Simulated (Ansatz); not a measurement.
**interstitial Li in Al: hop to the nearest equivalent void**

Wanted: the energy profile along the hop to the nearest equivalent void, from relaxed end points and a band of images. The host cell (fcc) has 32 atoms; the extra atom is the last.

Method: DFT LDA, plane waves, PAW, scalar-relativistic, no spin polarisation, in Ansatz 0.2.0.

## Step 1: The system as given

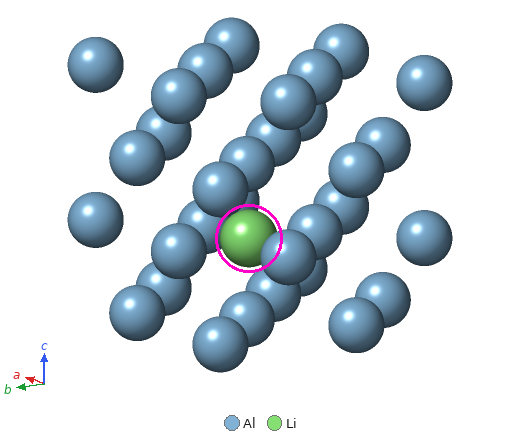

The starting structure, seen from a free direction (aluminium light blue, lithium green). Each atom of the cell is drawn once, at one copy chosen for all pictures, so bonds across the cell's faces may be missing. Ringed: Li33.

The coordinates stand in the first input below.

## Step 2: Relaxing end A

The input, input.yaml:

```yaml
crystal:
  lattice:
    - [8.1, 0.0, 0.0]
    - [0.0, 8.1, 0.0]
    - [0.0, 0.0, 8.1]
  atoms:
    - { symbol: Al, position: [0.5, 0.0, 0.0] }
    - { symbol: Al, position: [0.75, 0.25, 0.0] }
    - { symbol: Al, position: [0.75, 0.0, 0.25] }
    - { symbol: Al, position: [0.0, 0.0, 0.0] }
    - { symbol: Al, position: [0.25, 0.25, 0.0] }
    - { symbol: Al, position: [0.5, 0.5, 0.0] }
    - { symbol: Al, position: [0.75, 0.75, 0.0] }
    - { symbol: Al, position: [0.25, 0.0, 0.25] }
    - { symbol: Al, position: [0.5, 0.25, 0.25] }
    - { symbol: Al, position: [0.75, 0.5, 0.25] }
    - { symbol: Al, position: [0.5, 0.0, 0.5] }
    - { symbol: Al, position: [0.75, 0.25, 0.5] }
    - { symbol: Al, position: [0.75, 0.0, 0.75] }
    - { symbol: Al, position: [0.0, 0.5, 0.0] }
    - { symbol: Al, position: [0.25, 0.75, 0.0] }
    - { symbol: Al, position: [0.0, 0.25, 0.25] }
    - { symbol: Al, position: [0.25, 0.5, 0.25] }
    - { symbol: Al, position: [0.5, 0.75, 0.25] }
    - { symbol: Al, position: [0.0, 0.0, 0.5] }
    - { symbol: Al, position: [0.25, 0.25, 0.5] }
    - { symbol: Al, position: [0.5, 0.5, 0.5] }
    - { symbol: Al, position: [0.75, 0.75, 0.5] }
    - { symbol: Al, position: [0.25, 0.0, 0.75] }
    - { symbol: Al, position: [0.5, 0.25, 0.75] }
    - { symbol: Al, position: [0.75, 0.5, 0.75] }
    - { symbol: Al, position: [0.0, 0.75, 0.25] }
    - { symbol: Al, position: [0.0, 0.5, 0.5] }
    - { symbol: Al, position: [0.25, 0.75, 0.5] }
    - { symbol: Al, position: [0.0, 0.25, 0.75] }
    - { symbol: Al, position: [0.25, 0.5, 0.75] }
    - { symbol: Al, position: [0.5, 0.75, 0.75] }
    - { symbol: Al, position: [0.0, 0.75, 0.75] }
    - { symbol: Li, position: [0.0058744, 0.738662, 0.0075933] }
basis:
  ecutwfc: 420.0
kpoints:
  mp_grid: { grid: [3, 3, 3] }
hamiltonian:
  xc: lda
  pseudopotentials: { kind: paw, azcp: { folder: soft_1 } }
scf:
  occupations: { method: gaussian, width: 0.15 }
  lower_state_search: "off"
relax:
  f_tol: 0.03
  max_steps: 60
  adjacent_minimum: "off"
```

Run with:

```bash
$ ansatz run input.yaml --threads 4 --pin off --max-ram 10240MiB --backend cpu --events-out ev --progress --plain --runs-dir out
```

Standard output (excerpt; [...] marks lines left out):

```text
Warning: <dir> the record states the generating functional pbe (its physics header spells it `PBE`), which answers neither for hamiltonian.xc's functional nor for the lda family's — results may be inconsistent (PPs are generated against a specific XC)
[...]
Warning: RAYON_NUM_THREADS=4 ignored (pool sized by the plan → 4); use --threads N
[...]
Pseudopotentials: kind: paw
Pseudopotential: Al, paw, valence charge 3, recommended cutoff 420 eV (normal), <dir>
Pseudopotential: Li, paw, valence charge 3, recommended cutoff 420 eV (normal), <dir>
Functional definition: SPW92
[...]
Crystal: 33 atoms, lattice volume = 531.441 Å³
Basis set: ecut = 420 eV, 10395 PW (Γ)
Bands: 83, of which v1, the nominal top of the filled ones, is band 50 counted from 1 (49 counted from 0)
Symmetry: 1 space group operations
Space group: P1 (ITA 1), of the structure as read, at distance tolerance 8.1e-5 Å
k-points: 14 of 27 (time reversal used)
[...]
SCF iter   1: F=—  HF=-16615.496860 eV  |F-HF|=—  |Δ(HF+E_count)|=         —  Δρ=2.99e-2  dr2=2.08e1  ethr=3.10e-3  ⟨swp⟩=6.6  Hψ=5846  notcnv=0  defer=4
[...]
relax step   1: F+E_penalty+E_count = -16610.55958480 eV  Δ(F+E_penalty+E_count) = +0.000e0 eV  max|allowed force component| = 3.434e0 eV/Å  Δτ_max = 0.0000 Å  (6 SCF iters, dr2 threshold 2.25e-5 eV, accepted)
[...]
relax step   2: F+E_penalty+E_count = -16611.78829855 eV  Δ(F+E_penalty+E_count) = -1.229e0 eV  max|allowed force component| = 2.025e0 eV/Å  Δτ_max = 0.1095 Å  (5 SCF iters, dr2 threshold 1.00e-4 eV, accepted)
[...]
relax step   3: F+E_penalty+E_count = -16612.59009207 eV  Δ(F+E_penalty+E_count) = -8.018e-1 eV  max|allowed force component| = 3.154e-1 eV/Å  Δτ_max = 0.1931 Å  (5 SCF iters, dr2 threshold 1.00e-4 eV, accepted)
[...]
SCF iter   2: F=—  HF=-16612.682115 eV  |F-HF|=—  |Δ(HF+E_count)|=   1.52e-2  Δρ=1.28e-3  dr2=2.79e-2  ethr=9.88e-5  ⟨swp⟩=1.0  Hψ=1344  notcnv=0  defer=294
```

## Step 3: The log goes on: end point A relaxed

Output, continued (excerpt; [...] marks lines left out):

```text
SCF iter   3: F=—  HF=-16612.675150 eV  |F-HF|=—  |Δ(HF+E_count)|=   6.96e-3  Δρ=1.65e-4  dr2=2.50e-4  ethr=2.82e-5  ⟨swp⟩=2.0  Hψ=1250  notcnv=0  defer=294
[...]
relax step   4: F+E_penalty+E_count = -16612.67517087 eV  Δ(F+E_penalty+E_count) = -8.508e-2 eV  max|allowed force component| = 6.981e-2 eV/Å  Δτ_max = 0.0713 Å  (5 SCF iters, dr2 threshold 6.22e-6 eV, accepted)
[...]
relax step   5: F+E_penalty+E_count = -16612.67889412 eV  Δ(F+E_penalty+E_count) = -3.723e-3 eV  max|allowed force component| = 2.467e-3 eV/Å  Δτ_max = 0.0173 Å  (5 SCF iters, accepted)
SCF converged after 5 iterations
Free energy (F): -16612.678894 eV
[...]
E sigma→0 (E₀):  -16612.627763 eV
Entropy (-TS):   -0.102262 eV (-3.099 meV/atom)
Fermi energy:    7.685615 eV
[...]
--- Forces (eV/Å), atoms counted from 1 ---
  atom   1  Al     0.00073815     0.00080701    -0.00013823
[...]
    - { symbol: Al, position: [0.24974347993017013, -0.0009495717010317508, 0.7507879457517869] }
    - { symbol: Al, position: [0.4994067611750349, 0.2511375876148825, 0.7460676016266133] }
    - { symbol: Al, position: [0.751925586740592, 0.501186386467451, 0.7520054465258572] }
    - { symbol: Al, position: [-0.001207569888120769, 0.7523100449730492, 0.295665786420607] }
    - { symbol: Al, position: [7.428532228208383e-5, 0.48968503944437397, 0.5013866778739142] }
    - { symbol: Al, position: [0.26050011430649156, 0.7498397263300122, 0.5014155522925374] }
    - { symbol: Al, position: [0.00010527821872674732, 0.247770760119561, 0.7390625534198447] }
    - { symbol: Al, position: [0.2471427850257489, 0.5026036187328073, 0.7535214870342734] }
    - { symbol: Al, position: [0.5011599096453935, 0.7497964765717116, 0.7392333194937623] }
    - { symbol: Al, position: [-0.0010005193314370133, 0.7519121165451519, 0.7138433185510016] }
    - { symbol: Li, position: [0.005108910057572789, 0.7401875270226171, 0.0065970533269659225] }
```

Run time: 52 s. Hardware: 4 threads of Arm Neoverse V2, shared host; peak memory 1.3 GiB.

Relaxation path:

```csv
step,energy from step 1 (eV/cell),largest force component (eV/Å)
1,0.0000,3.4338
2,-1.2287,2.0252
3,-2.0305,0.3154
4,-2.1156,0.0698
5,-2.1193,0.0025
```

Step 1 is the start.

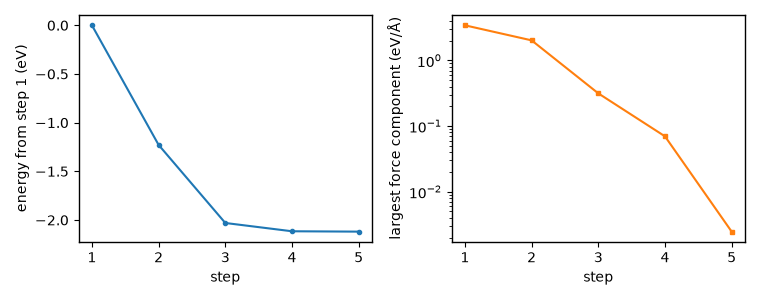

How energy and force went from step to step.

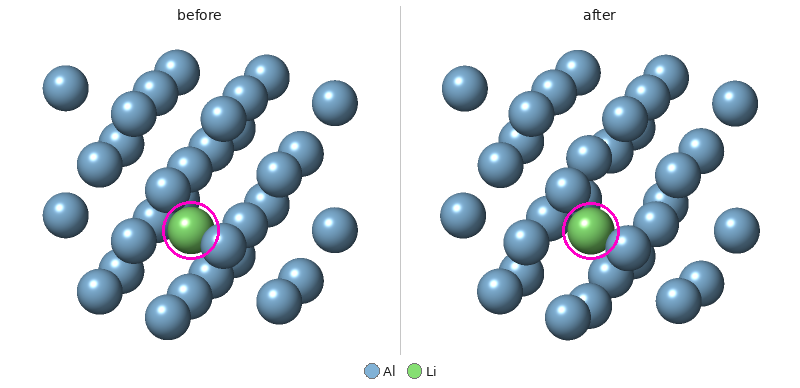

The structure before (left) and after (right), drawn at the same scale. Each atom of the cell is drawn once, at one copy chosen for all pictures, so bonds across the cell's faces may be missing.

The atom that moved most is Al14, by 0.39 Å.

## Step 4: Relaxing end B

The second end starts from a geometry with the move made by hand.

Edit input.yaml of step 2 so:

```diff
@@ -38,3 +38,3 @@
     - { symbol: Al, position: [0.0, 0.75, 0.75] }
-    - { symbol: Li, position: [0.0058744, 0.738662, 0.0075933] }
+    - { symbol: Li, position: [-0.25954628, 0.99371971, 0.00029389] }
 basis:
```

Run with:

```bash
$ ansatz run input.yaml --threads 4 --pin off --max-ram 10240MiB --backend cpu --events-out ev --progress --plain --runs-dir out
```

Standard output (excerpt; [...] marks lines left out):

```text
Warning: <dir> the record states the generating functional pbe (its physics header spells it `PBE`), which answers neither for hamiltonian.xc's functional nor for the lda family's — results may be inconsistent (PPs are generated against a specific XC)
[...]
Warning: RAYON_NUM_THREADS=4 ignored (pool sized by the plan → 4); use --threads N
[...]
Pseudopotentials: kind: paw
Pseudopotential: Al, paw, valence charge 3, recommended cutoff 420 eV (normal), <dir>
Pseudopotential: Li, paw, valence charge 3, recommended cutoff 420 eV (normal), <dir>
Functional definition: SPW92
[...]
Crystal: 33 atoms, lattice volume = 531.441 Å³
Basis set: ecut = 420 eV, 10395 PW (Γ)
Bands: 83, of which v1, the nominal top of the filled ones, is band 50 counted from 1 (49 counted from 0)
Symmetry: 1 space group operations
Space group: P1 (ITA 1), of the structure as read, at distance tolerance 8.1e-5 Å
k-points: 14 of 27 (time reversal used)
[...]
SCF iter   1: F=—  HF=-16615.536690 eV  |F-HF|=—  |Δ(HF+E_count)|=         —  Δρ=2.99e-2  dr2=2.08e1  ethr=3.10e-3  ⟨swp⟩=6.6  Hψ=5785  notcnv=0  defer=2
[...]
relax step   1: F+E_penalty+E_count = -16610.59903087 eV  Δ(F+E_penalty+E_count) = +0.000e0 eV  max|allowed force component| = 3.285e0 eV/Å  Δτ_max = 0.0000 Å  (6 SCF iters, dr2 threshold 2.25e-5 eV, accepted)
[...]
relax step   2: F+E_penalty+E_count = -16611.81970412 eV  Δ(F+E_penalty+E_count) = -1.221e0 eV  max|allowed force component| = 1.909e0 eV/Å  Δτ_max = 0.1090 Å  (5 SCF iters, dr2 threshold 1.00e-4 eV, accepted)
[...]
relax step   3: F+E_penalty+E_count = -16612.59178989 eV  Δ(F+E_penalty+E_count) = -7.721e-1 eV  max|allowed force component| = 3.007e-1 eV/Å  Δτ_max = 0.1873 Å  (5 SCF iters, dr2 threshold 1.00e-4 eV, accepted)
[...]
SCF iter   5: F=-16612.670170 eV  HF=-16612.670170 eV  |F-HF|=1.48e-7  |Δ(HF+E_count)|=   1.56e-6  Δρ=6.08e-6  dr2=2.83e-7  ethr=5.71e-9  ⟨swp⟩=3.1  Hψ=2634  notcnv=0
[...]
```

## Step 5: More of the same log: end point B relaxed

Output, continued (excerpt; [...] marks lines left out):

```text
relax step   4: F+E_penalty+E_count = -16612.67016994 eV  Δ(F+E_penalty+E_count) = -7.838e-2 eV  max|allowed force component| = 7.066e-2 eV/Å  Δτ_max = 0.1789 Å  (5 SCF iters, dr2 threshold 5.65e-6 eV, accepted)
[...]
relax step   5: F+E_penalty+E_count = -16612.67829531 eV  Δ(F+E_penalty+E_count) = -8.125e-3 eV  max|allowed force component| = 1.209e-2 eV/Å  Δτ_max = 0.0768 Å  (5 SCF iters, accepted)
SCF converged after 5 iterations
Free energy (F): -16612.678295 eV
[...]
E sigma→0 (E₀):  -16612.628098 eV
Entropy (-TS):   -0.100394 eV (-3.042 meV/atom)
Fermi energy:    7.686896 eV
[...]
--- Forces (eV/Å), atoms counted from 1 ---
  atom   1  Al     0.01209031    -0.00022877    -0.00001377
  atom   2  Al     0.00131564    -0.00550516     0.00000776
  atom   3  Al     0.00117517     0.00011427    -0.00781348
  atom   4  Al    -0.00660291     0.00065729    -0.00002365
[...]
    - { symbol: Al, position: [0.24612569780477583, 2.741549573000745e-5, 0.7386486868966423] }
    - { symbol: Al, position: [0.5022163137294671, 0.24671177717996687, 0.7528625226552019] }
    - { symbol: Al, position: [0.7500840892879216, 0.4977530619304541, 0.7392862321992598] }
    - { symbol: Al, position: [-0.0012835435542520076, 0.7503767000576796, 0.24934793333739372] }
    - { symbol: Al, position: [0.0049098585580851775, 0.5013502244117924, 0.4999465593448908] }
    - { symbol: Al, position: [0.2529870147151534, 0.7470631323744192, 0.49992889590540573] }
    - { symbol: Al, position: [0.0013323181535248232, 0.25150026991345914, 0.7483147187361651] }
    - { symbol: Al, position: [0.252815531683886, 0.5015924643499917, 0.7462417949846851] }
    - { symbol: Al, position: [0.5057507426249245, 0.7560872211276982, 0.756654145481534] }
    - { symbol: Al, position: [-0.0011651442457942325, 0.750276089744558, 0.7505725064032386] }
    - { symbol: Li, position: [-0.2690960058247556, 0.9890652665364623, 0.0004525531001294813] }
```

It took 53 s on 4 threads of Arm Neoverse V2, shared host; peak memory 1.3 GiB.

The steps of the relaxation:

```csv
step,energy from step 1 (eV/cell),largest force component (eV/Å)
1,0.0000,3.2846
2,-1.2207,1.9085
3,-1.9928,0.3007
4,-2.0711,0.0707
5,-2.0793,0.0121
```

Step 1 is the start.

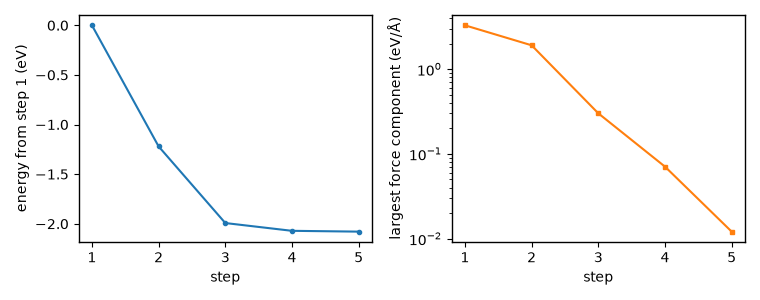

Energy and largest force along the relaxation.

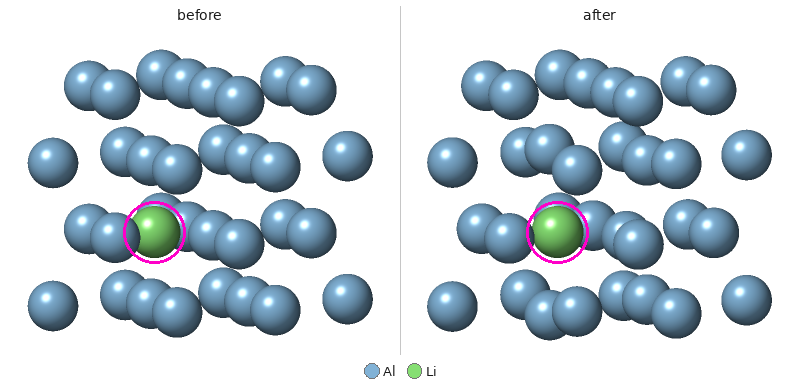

Before and after, at one scale. Each atom of the cell is drawn once, at one copy chosen for all pictures, so bonds across the cell's faces may be missing.

Largest move: Al1, 0.45 Å.

## Step 6: Nudged elastic band

crystal.atoms is end A as relaxed above, and neb.final_atoms is end B. With 7 inner images the band has 9 in all.

The input, input.yaml:

```yaml
crystal:
  lattice:
    - [8.1, 0.0, 0.0]
    - [0.0, 8.1, 0.0]
    - [0.0, 0.0, 8.1]
  atoms:
    - { symbol: Al, position: [0.50118002, 0.01080738, 0.00014486] }
    - { symbol: Al, position: [0.73908824, 0.24778769, 0.00013219] }
    - { symbol: Al, position: [0.75107928, -0.00132065, 0.24946321] }
    - { symbol: Al, position: [-0.00094102, 0.03402887, -0.00121359] }
    - { symbol: Al, position: [0.2606291, 0.24789244, 0.000107] }
    - { symbol: Al, position: [0.50107348, 0.48972752, 9.612e-05] }
    - { symbol: Al, position: [0.71283546, 0.75196272, -0.00132441] }
    - { symbol: Al, position: [0.24808034, -0.00272489, 0.24815511] }
    - { symbol: Al, position: [0.4993377, 0.25127212, 0.25334043] }
    - { symbol: Al, position: [0.75391142, 0.50305541, 0.24676567] }
    - { symbol: Al, position: [0.49942712, 0.00405338, 0.49926058] }
    - { symbol: Al, position: [0.74612695, 0.25115487, 0.49922271] }
    - { symbol: Al, position: [0.74959979, 0.0001927, 0.74966351] }
    - { symbol: Al, position: [-0.0012487, 0.45180122, -0.00161092] }
    - { symbol: Al, position: [0.29452416, 0.752271, -0.00153155] }
    - { symbol: Al, position: [8.003e-05, 0.24790622, 0.26057391] }
    - { symbol: Al, position: [0.24497616, 0.50473186, 0.2450688] }
    - { symbol: Al, position: [0.50108866, 0.74984488, 0.26040245] }
    - { symbol: Al, position: [0.00011206, 0.01084956, 0.5015239] }
    - { symbol: Al, position: [0.25341468, 0.25125881, 0.49915357] }
    - { symbol: Al, position: [0.49932361, 0.49682691, 0.49912648] }
    - { symbol: Al, position: [0.73921683, 0.74980231, 0.50148653] }
    - { symbol: Al, position: [0.24974348, -0.00094957, 0.75078795] }
    - { symbol: Al, position: [0.49940676, 0.25113759, 0.7460676] }
    - { symbol: Al, position: [0.75192559, 0.50118639, 0.75200545] }
    - { symbol: Al, position: [-0.00120757, 0.75231004, 0.29566579] }
    - { symbol: Al, position: [7.429e-05, 0.48968504, 0.50138668] }
    - { symbol: Al, position: [0.26050011, 0.74983973, 0.50141555] }
    - { symbol: Al, position: [0.00010528, 0.24777076, 0.73906255] }
    - { symbol: Al, position: [0.24714279, 0.50260362, 0.75352149] }
    - { symbol: Al, position: [0.50115991, 0.74979648, 0.73923332] }
    - { symbol: Al, position: [-0.00100052, 0.75191212, 0.71384332] }
    - { symbol: Li, position: [0.00510891, 0.74018753, 0.00659705] }
basis:
  ecutwfc: 420.0
kpoints:
  mp_grid: { grid: [3, 3, 3] }
hamiltonian:
  xc: lda
  pseudopotentials: { kind: paw, azcp: { folder: soft_1 } }
scf:
  occupations: { method: gaussian, width: 0.15 }
  lower_state_search: "off"
neb:
  images: 7
  f_tol: 0.05
  initial_path: idpp
  max_iterations: 34
  final_atoms:
    - { symbol: Al, position: [0.44481128, 0.00299566, -0.00012423] }
    - { symbol: Al, position: [0.75385102, 0.2828448, -8.746e-05] }
    - { symbol: Al, position: [0.75455652, 0.00261776, 0.29041172] }
    - { symbol: Al, position: [0.02801226, 0.00182175, -7.224e-05] }
    - { symbol: Al, position: [0.24590465, 0.26170023, 8.2e-07] }
    - { symbol: Al, position: [0.49056905, 0.49791967, -2.1e-06] }
    - { symbol: Al, position: [0.75501494, 0.70166604, -0.00012038] }
    - { symbol: Al, position: [0.24614403, 3.063e-05, 0.26131244] }
    - { symbol: Al, position: [0.50233685, 0.24657406, 0.2470432] }
    - { symbol: Al, position: [0.75009017, 0.49776494, 0.26067272] }
    - { symbol: Al, position: [0.49088871, 8.371e-05, 0.50008632] }
    - { symbol: Al, position: [0.75002267, 0.26079401, 0.50009987] }
    - { symbol: Al, position: [0.75450576, 0.00258534, 0.71022617] }
    - { symbol: Al, position: [0.01126635, 0.49750674, 1.34e-06] }
    - { symbol: Al, position: [0.24631133, 0.73928173, -1.44e-06] }
    - { symbol: Al, position: [0.001249, 0.2514207, 0.25162594] }
    - { symbol: Al, position: [0.25283331, 0.50160528, 0.25369688] }
    - { symbol: Al, position: [0.5059301, 0.75627081, 0.24320578] }
    - { symbol: Al, position: [0.01097808, -2.084e-05, 0.50010435] }
    - { symbol: Al, position: [0.25260388, 0.25443831, 0.49994226] }
    - { symbol: Al, position: [0.49774296, 0.50175509, 0.49992708] }
    - { symbol: Al, position: [0.75015392, 0.74025966, 0.50008831] }
    - { symbol: Al, position: [0.2461257, 2.742e-05, 0.73864869] }
    - { symbol: Al, position: [0.50221631, 0.24671178, 0.75286252] }
    - { symbol: Al, position: [0.75008409, 0.49775306, 0.73928623] }
    - { symbol: Al, position: [-0.00128354, 0.7503767, 0.24934793] }
    - { symbol: Al, position: [0.00490986, 0.50135022, 0.49994656] }
    - { symbol: Al, position: [0.25298701, 0.74706313, 0.4999289] }
    - { symbol: Al, position: [0.00133232, 0.25150027, 0.74831472] }
    - { symbol: Al, position: [0.25281553, 0.50159246, 0.74624179] }
    - { symbol: Al, position: [0.50575074, 0.75608722, 0.75665415] }
    - { symbol: Al, position: [-0.00116514, 0.75027609, 0.75057251] }
    - { symbol: Li, position: [-0.26909601, 0.98906527, 0.00045255] }
  order_check: true
```

Run with:

```bash
$ ansatz run input.yaml --threads 4 --pin off --max-ram 10240MiB --backend cpu --events-out ev --progress --plain --runs-dir out
```

Standard output (excerpt; [...] marks lines left out):

```text
Warning: neb: disabling space-group detection — the band's intermediate images generally break the endpoint symmetry, so no spatial operation reduces the k-mesh or symmetrises the density, except that a semilocal band can use its path's symmetry ahead of convergence; time reversal is [...]
Warning: <dir> the record states the generating functional pbe (its physics header spells it `PBE`), which answers neither for hamiltonian.xc's functional nor for the lda family's — results may be inconsistent (PPs are generated against a specific XC)
[...]
Warning: RAYON_NUM_THREADS=4 ignored (pool sized by the plan → 4); use --threads N
[...]
Pseudopotentials: kind: paw
Pseudopotential: Al, paw, valence charge 3, recommended cutoff 420 eV (normal), <dir>
Pseudopotential: Li, paw, valence charge 3, recommended cutoff 420 eV (normal), <dir>
Functional definition: SPW92
[...]
parallel-image band execution: 4 concurrent image workers
NEB image 0
Crystal: 33 atoms, lattice volume = 531.441 Å³
Basis set: ecut = 420 eV, 10395 PW (Γ)
Bands: 83, of which v1, the nominal top of the filled ones, is band 50 counted from 1 (49 counted from 0)
Symmetry: 1 space group operations
k-points: 14 of 27 (time reversal used)
[...]
SCF iter   1: F=—  HF=-16615.021597 eV  |F-HF|=—  |Δ(HF+E_count)|=         —  Δρ=2.25e-2  dr2=6.24e0  ethr=3.10e-3  ⟨swp⟩=7.1  Hψ=5588  notcnv=0  defer=6
[...]
NSCF: frozen V_eff on 14 k-points
NEB image 8
[...]
NSCF: frozen V_eff on 14 k-points
NEB end point (image 0): max|allowed force component| = 2.465e-3 eV/Å (the criterion of neb.relax_end_points is 1.000e-2)
NEB end point (image 8): max|allowed force component| = 1.208e-2 eV/Å (the criterion of neb.relax_end_points is 1.000e-2)
NEB image 1
[...]
SCF iter   7: F=-16612.415717 eV  HF=-16612.415717 eV  |F-HF|=2.65e-9  |Δ(HF+E_count)|=   4.86e-8  Δρ=9.94e-7  dr2=5.74e-9  ethr=1.01e-10  ⟨swp⟩=3.1  Hψ=2622  notcnv=0
[...]
NEB image 2
[...]
NEB image 3
[...]
NEB image 4
[...]
NEB image 5
[...]
NEB image 6
[...]
NEB image 7
[...]
NEB iter   1: max|band force component| = 1.423e0 eV/Å  barrier→ = 1.5917 eV  barrier← = 1.5911 eV  Δτ_max = 0.1967 Å  (63 SCF iters)
[...]
NEB iter   2: max|band force component| = 7.400e-1 eV/Å  barrier→ = 0.8070 eV  barrier← = 0.8064 eV  Δτ_max = 0.1371 Å  (42 SCF iters)
NEB image 1
[...]
NEB image 2
[...]
NEB image 3
[...]
NEB image 4
[...]
NEB image 5
[...]
NEB image 6
[...]
NEB image 7
```

[end of part 1 of 2]
